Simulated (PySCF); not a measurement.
# N³⁺: dipole response in aug-cc-pVQZ plus 1 even-tempered diffuse shell per l

Aim: the static polarisability and the C₆ coefficient of N³⁺, method by method.

Program: PySCF 2.14.0. Level of theory: unrestricted determinants in a Gaussian basis, no spin-orbit coupling in the energies. These are calculated values, not measurements, unless marked.

### Step 1. What is computed

* Element: nitrogen (Z = 7)
* Basis: aug-cc-pVQZ with one added diffuse shell each of s, p, d, f, g type (7s6p5d4f3g, 105 functions)
* Hamiltonian: the non-relativistic Hamiltonian (point nucleus)
* State 1: N³⁺: [He] 2s2, closed-shell 1S
* Methods: UHF, PBE, PBE0, BLYP, PW91

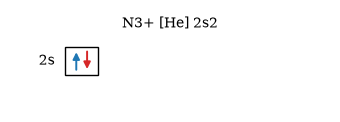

The shells outside the core, filled by Hund's rule for the drawing.

One driver process ran all states and methods and kept the integrals in memory. Each run is shown as the PySCF script that is equivalent to it; the logs are those of the runs themselves. The driver starts from symmetry-adapted Hartree-Fock orbitals, holds the occupation by maximum overlap and uses a logarithmic radial grid for functionals, so a plain start would take other cycles.

The integrals over 105 functions and the set-up took 0.56 s of CPU time.

### Step 2. N³⁺: the ladder of methods

**UHF**

Input file input.py:

```python
from pyscf import gto, scf, dft, mp, cc
import basis_set_exchange as bse
mol = gto.M(atom="N 0 0 0", charge=3, spin=0, symmetry="D2h",
            basis=gto.basis.parse(bse.get_basis("aug-cc-pVQZ", elements=["N"], fmt="nwchem", augment_diffuse=1)))
mf = scf.UHF(mol)
mf.irrep_nelec = {'Ag': (2, 2)}
mf.kernel()
```

Standard output:

```text
damping factor = 0
level_shift factor = 0
DIIS = <class 'pyscf.scf.diis.CDIIS'>
diis_start_cycle = 1
diis_space = 10
diis_damp = 0
SCF conv_tol = 1e-09
SCF conv_tol_grad = None
number electrons alpha = 2  beta = 2
cycle= 1 E= -51.0818808527898  delta_E= -2.49e-12  |g|= 3.12e-07  |ddm|= 4.39e-06
converged SCF energy = -51.0818808527898  <S^2> = -8.437695e-15  2S+1 = 1
```

It used 4.3 s of CPU time after the integrals (shared host).

Orbital energies by shell (radii are means over both spins):

```csv
shell,electrons,mean orbital energy (eV),spread (eV),rms radius (bohr)
1s,2,-493.09,0,0.263
2s,2,-75.287,0,1.21
```

⟨S²⟩ = 0.000, ⟨L²⟩ = 0.00.

The driver then solved the coupled dipole response at imaginary frequencies: mean α = 2.238 bohr³, C₆ = 2.258 au for a like pair.

**PBE**

input.py, as changed from the run before:

```diff
@@ -4,3 +4,3 @@
             basis=gto.basis.parse(bse.get_basis("aug-cc-pVQZ", elements=["N"], fmt="nwchem", augment_diffuse=1)))
-mf = scf.UHF(mol)
+mf = dft.UKS(mol, xc="PBE")
 mf.irrep_nelec = {'Ag': (2, 2)}
```

Standard output:

```text
damping factor = 0
level_shift factor = 0
DIIS = <class 'pyscf.scf.diis.CDIIS'>
diis_start_cycle = 1
diis_space = 10
diis_damp = 0
SCF conv_tol = 1e-09
SCF conv_tol_grad = None
number electrons alpha = 2  beta = 2
XC functionals = PBE
    J. P. Perdew, K. Burke, and M. Ernzerhof.,  Phys. Rev. Lett. 77, 3865 (1996)
    J. P. Perdew, K. Burke, and M. Ernzerhof.,  Phys. Rev. Lett. 78, 1396 (1997)
    J. P. Perdew, K. Burke, and M. Ernzerhof.,  Phys. Rev. Lett. 77, 3865 (1996)
    J. P. Perdew, K. Burke, and M. Ernzerhof.,  Phys. Rev. Lett. 78, 1396 (1997)
cycle= 1 E= -51.1294660438484  delta_E= -0.00154  |g|= 0.00354  |ddm|= 0.246
cycle= 2 E= -51.1294668958523  delta_E= -8.52e-07  |g|= 0.000146  |ddm|= 0.00686
cycle= 3 E= -51.1294668986716  delta_E= -2.82e-09  |g|= 6.75e-06  |ddm|= 0.000268
cycle= 4 E= -51.1294668986768  delta_E= -5.25e-12  |g|= 2.61e-07  |ddm|= 6.11e-06
converged SCF energy = -51.1294668986768  <S^2> = -7.5495166e-15  2S+1 = 1
```

CPU time 1 s on a shared host, the integrals not counted.

The driver then solved the coupled dipole response at imaginary frequencies: mean α = 2.098 bohr³, C₆ = 2.072 au for a like pair.

**PBE0**

input.py, as changed from the run before:

```diff
@@ -4,3 +4,3 @@
             basis=gto.basis.parse(bse.get_basis("aug-cc-pVQZ", elements=["N"], fmt="nwchem", augment_diffuse=1)))
-mf = dft.UKS(mol, xc="PBE")
+mf = dft.UKS(mol, xc="PBE0")
 mf.irrep_nelec = {'Ag': (2, 2)}
```

Standard output:

```text
damping factor = 0
level_shift factor = 0
DIIS = <class 'pyscf.scf.diis.CDIIS'>
diis_start_cycle = 1
diis_space = 10
diis_damp = 0
SCF conv_tol = 1e-09
SCF conv_tol_grad = None
number electrons alpha = 2  beta = 2
XC functionals = PBE0
    C. Adamo and V. Barone.,  J. Chem. Phys. 110, 6158 (1999)
    M. Ernzerhof and G. E. Scuseria.,  J. Chem. Phys. 110, 5029 (1999)
cycle= 1 E= -51.1419674602594  delta_E= -0.00083  |g|= 0.00208  |ddm|= 0.165
cycle= 2 E= -51.1419676074013  delta_E= -1.47e-07  |g|= 4.76e-05  |ddm|= 0.00343
cycle= 3 E= -51.1419676075108  delta_E= -1.1e-10  |g|= 2.69e-06  |ddm|= 4.14e-05
converged SCF energy = -51.1419676075108  <S^2> = -8.437695e-15  2S+1 = 1
```

CPU time 4.3 s on a shared host, the integrals not counted.

The driver then solved the coupled dipole response at imaginary frequencies: mean α = 2.127 bohr³, C₆ = 2.113 au for a like pair.

**BLYP**

input.py, as changed from the run before:

```diff
@@ -4,3 +4,3 @@
             basis=gto.basis.parse(bse.get_basis("aug-cc-pVQZ", elements=["N"], fmt="nwchem", augment_diffuse=1)))
-mf = dft.UKS(mol, xc="PBE0")
+mf = dft.UKS(mol, xc="BLYP")
 mf.irrep_nelec = {'Ag': (2, 2)}
```

Standard output:

```text
damping factor = 0
level_shift factor = 0
DIIS = <class 'pyscf.scf.diis.CDIIS'>
diis_start_cycle = 1
diis_space = 10
diis_damp = 0
SCF conv_tol = 1e-09
SCF conv_tol_grad = None
number electrons alpha = 2  beta = 2
XC functionals = BLYP
    A. D. Becke.,  Phys. Rev. A 38, 3098 (1988)
    C. Lee, W. Yang, and R. G. Parr.,  Phys. Rev. B 37, 785 (1988)
    B. Miehlich, A. Savin, H. Stoll, and H. Preuss.,  Chem. Phys. Lett. 157, 200 (1989)
cycle= 1 E= -51.1917771267482  delta_E= -0.00181  |g|= 0.00231  |ddm|= 0.314
cycle= 2 E= -51.1917783260332  delta_E= -1.2e-06  |g|= 0.000225  |ddm|= 0.00693
cycle= 3 E= -51.191778339058  delta_E= -1.3e-08  |g|= 2.87e-05  |ddm|= 0.000362
cycle= 4 E= -51.191778339142  delta_E= -8.4e-11  |g|= 1.73e-07  |ddm|= 2.72e-05
converged SCF energy = -51.191778339142  <S^2> = -6.6613381e-15  2S+1 = 1
```

CPU time 1 s on a shared host, the integrals not counted.

The driver then solved the coupled dipole response at imaginary frequencies: mean α = 2.127 bohr³, C₆ = 2.097 au for a like pair.

**PW91**

input.py, as changed from the run before:

```diff
@@ -4,3 +4,3 @@
             basis=gto.basis.parse(bse.get_basis("aug-cc-pVQZ", elements=["N"], fmt="nwchem", augment_diffuse=1)))
-mf = dft.UKS(mol, xc="BLYP")
+mf = dft.UKS(mol, xc="PW91,PW91")
 mf.irrep_nelec = {'Ag': (2, 2)}
```

Standard output:

```text
damping factor = 0
level_shift factor = 0
DIIS = <class 'pyscf.scf.diis.CDIIS'>
diis_start_cycle = 1
diis_space = 10
diis_damp = 0
SCF conv_tol = 1e-09
SCF conv_tol_grad = None
number electrons alpha = 2  beta = 2
XC functionals = PW91,PW91
    J. P. Perdew. In P. Ziesche and H. Eschrig, editors, Proceedings of the 75. WE-Heraeus-Seminar and 21st Annual International Symposium on Electronic Structure of Solids, 11. Berlin, 1991. Akademie Verlag.
    J. P. Perdew, J. A. Chevary, S. H. Vosko, K. A. Jackson, M. R. Pederson, D. J. Singh, and C. Fiolhais.,  Phys. Rev. B 46, 6671 (1992)
    J. P. Perdew, J. A. Chevary, S. H. Vosko, K. A. Jackson, M. R. Pederson, D. J. Singh, and C. Fiolhais.,  Phys. Rev. B 48, 4978 (1993)
    J. P. Perdew. In P. Ziesche and H. Eschrig, editors, Proceedings of the 75. WE-Heraeus-Seminar and 21st Annual International Symposium on Electronic Structure of Solids, 11. Berlin, 1991. Akademie Verlag.
    J. P. Perdew, J. A. Chevary, S. H. Vosko, K. A. Jackson, M. R. Pederson, D. J. Singh, and C. Fiolhais.,  Phys. Rev. B 46, 6671 (1992)
    J. P. Perdew, J. A. Chevary, S. H. Vosko, K. A. Jackson, M. R. Pederson, D. J. Singh, and C. Fiolhais.,  Phys. Rev. B 48, 4978 (1993)
cycle= 1 E= -51.1608239187054  delta_E= -0.00155  |g|= 0.00266  |ddm|= 0.248
cycle= 2 E= -51.1608248727687  delta_E= -9.54e-07  |g|= 0.000134  |ddm|= 0.00605
cycle= 3 E= -51.1608248781281  delta_E= -5.36e-09  |g|= 1.65e-05  |ddm|= 0.000266
cycle= 4 E= -51.1608248781577  delta_E= -2.97e-11  |g|= 2.05e-07  |ddm|= 1.47e-05
converged SCF energy = -51.1608248781577  <S^2> = -7.1054274e-15  2S+1 = 1
```

CPU time 1 s on a shared host, the integrals not counted.

The driver then solved the coupled dipole response at imaginary frequencies: mean α = 2.109 bohr³, C₆ = 2.083 au for a like pair.

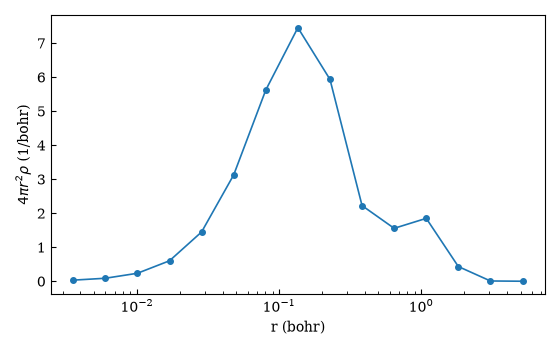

Radial density 4πr²ρ of N³⁺ at UHF, at 15 stored radii joined by straight lines.

### Step 3. Polarisabilities and C₆

N³⁺, in atomic units:

```csv
method,mean α,C₆ (like pair),S(−4)
UHF,2.238,2.258,7.111
PBE,2.098,2.072,6.158
PBE0,2.127,2.113,6.343
BLYP,2.127,2.097,6.467
PW91,2.109,2.083,6.260
```

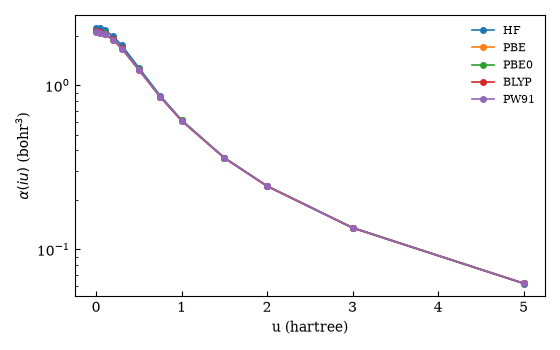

α(iu) of N³⁺, the polarisability at imaginary frequency, on a logarithmic scale.

### Step 4. What came out

| quantity | value |
| --- | --- |
| α of N³⁺ | 2.098 (PBE) to 2.238 (UHF) bohr³ |

In words: A single London oscillator with the computed α and C₆ of N³⁺ at UHF would have ω = 4 C₆ / (3 α²) = 0.601 hartree. The basis is finite, and no extrapolation was made.
